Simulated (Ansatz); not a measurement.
## Electronic structure of C$_{3}$H$_{9}$NSi (SMILES CNC1C[SiH2]1) in real space

Input file:

```
crystal:
  periodic: [false, false, false]
  atoms:
    - { symbol: C, position_ang: [-1.7007, 0.9058, 0.5657] }
    - { symbol: "N", position_ang: [-0.3519, 0.9916, 0.153] }
    - { symbol: C, position_ang: [0.0567, -0.2737, -0.4594] }
    - { symbol: C, position_ang: [-1.01611, -1.15811, -1.08619] }
    - { symbol: Si, position_ang: [-0.62883, -1.93932, 0.44356] }
    - { symbol: H, position_ang: [-2.0299, 1.9195, 1.0113] }
    - { symbol: H, position_ang: [-1.897, 0.1643, 1.2969] }
    - { symbol: H, position_ang: [-2.3644, 0.7985, -0.3145] }
    - { symbol: H, position_ang: [-0.2077, 1.7891, -0.4513] }
    - { symbol: H, position_ang: [1.05514, -0.42957, -0.69734] }
    - { symbol: H, position_ang: [-0.70029, -1.6276, -2.04276] }
    - { symbol: H, position_ang: [-2.01028, -0.69783, -1.23318] }
    - { symbol: H, position_ang: [-1.26145, -1.42693, 1.69537] }
    - { symbol: H, position_ang: [0.5265, -2.79388, 0.54124] }
basis:
  gaussian: { orbitals: def2-SVP }
hamiltonian:
  xc: pbe
relax:
  f_tol: 0.015
  max_steps: 40
output:
  orbitals: {}
```

Command:

```sh
ansatz run input.yaml --threads 2 --pin off --max-ram 3072MiB --backend cpu --events-out ev --progress --plain --runs-dir out
```

The fields are those of the relaxed geometry.

Computed with RKS PBE/def2-SVP (Ansatz).

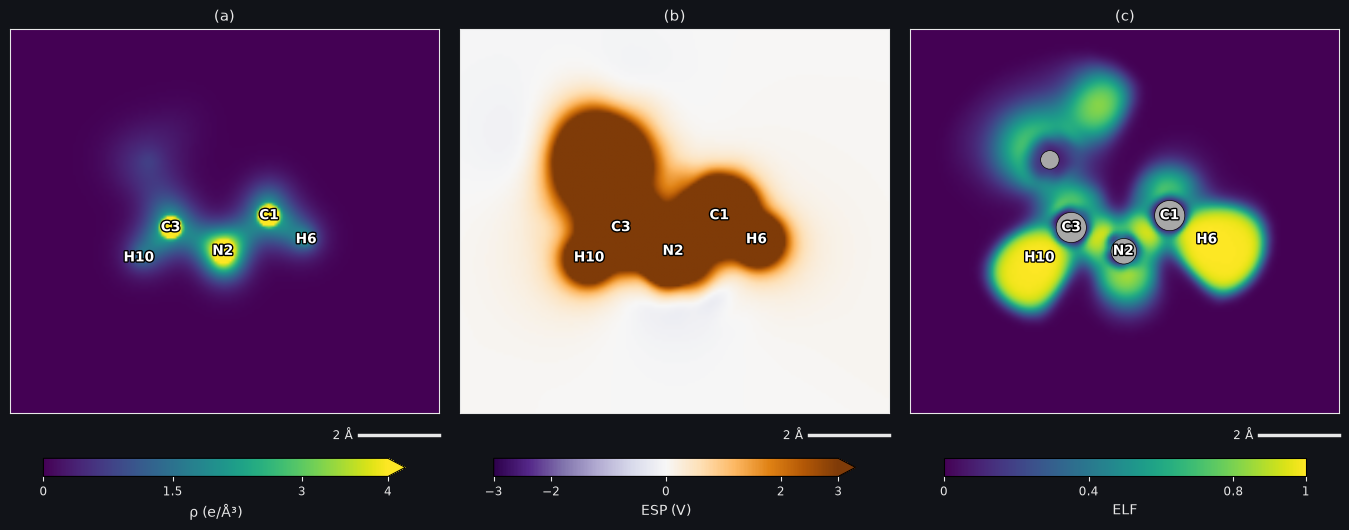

Figure 1. (a) total electron density; (b) molecular electrostatic potential; (c) electron localisation function on the plane of atoms N2, C1 and H6. Grey discs cover the atomic cores in the ELF map.

Q: What does the map show?

A:
- The section cuts through C, N and H sites.
- C–N (1.44 Å): ρ is about 1.9 e/Å³ halfway; the ELF peaks at about 0.95 between the atoms, as expected for localised, covalent bonding.
- C–H (1.11 Å): ρ is about 1.9 e/Å³ halfway; the ELF climbs to about 1 towards the hydrogen, as it does in any bond to H: a covalent bond by its length.
- The potential has no marked negative region in this plane.

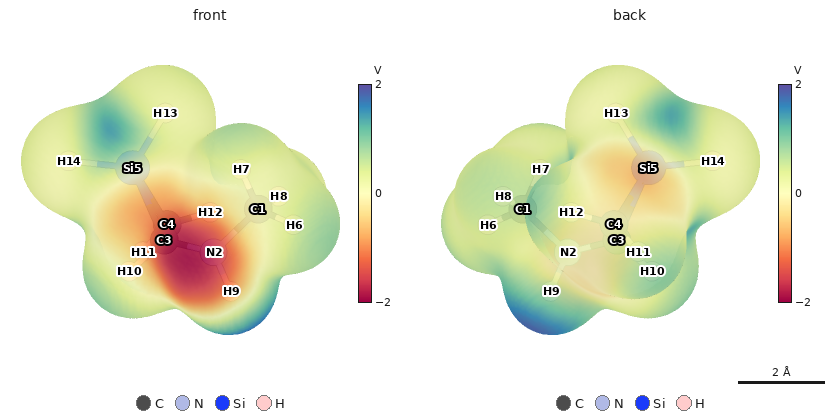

Figure 2. The electrostatic potential painted on the density surface at 0.004 e/bohr³, seen from the front and from behind; the colour scale runs from red (negative) to blue (positive).

Q: Where is the surface potential most negative and most positive?

A: The most negative region (about −1.9 V, or −44 kcal/mol for a unit charge) lies over N2, the most positive (about +1.8 V, or +42 kcal/mol for a unit charge) over H9. N2 is the likeliest acceptor of a hydrogen bond.

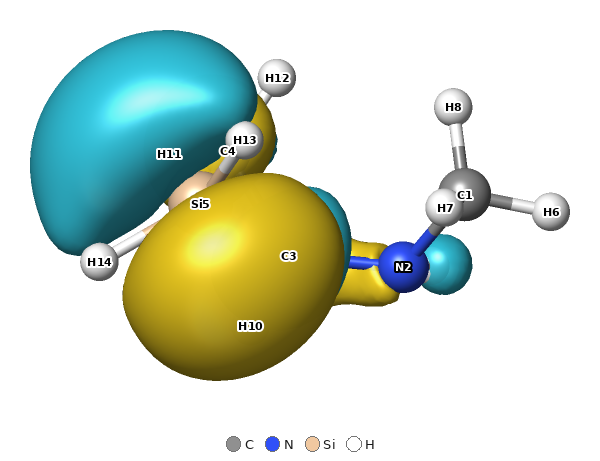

Figure 3. The LUMO at ±0.1 Å⁻³ᐟ² (yellow and cyan are the two phases), seen from one side.

Q: Where does this orbital lie, and at what energy?

A: Its weight (Hirshfeld) is mainly on Si5 (about 55 %), C3 (about 10 %) and C4 (about 10 %). Its energy is −0.22 eV.
